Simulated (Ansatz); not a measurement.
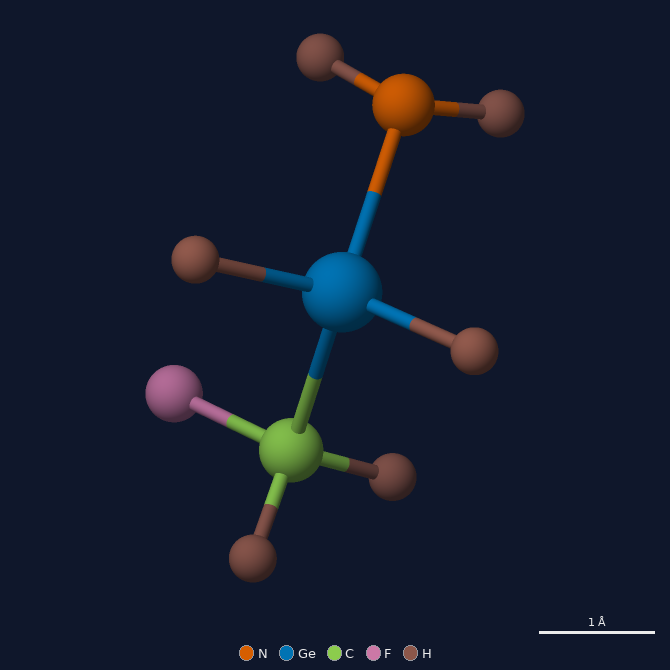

Every bond is drawn as one stick, whatever its order.

Computed geometry: PBE-D4/def2-SVP optimisation. No frequency run is at hand to confirm it as a minimum.

Describe the molecule.

It has 10 atoms: 1 carbon, 6 hydrogen, 1 fluorine, 1 germanium and 1 nitrogen (CH₆FGeN). As SMILES it reads `[NH2][GeH2][CH2]F`. Among its groups: C–F bond. This geometry has C1 symmetry. Coordination: 1 N trigonal pyramidal; 1 Ge tetrahedral; 1 C tetrahedral.
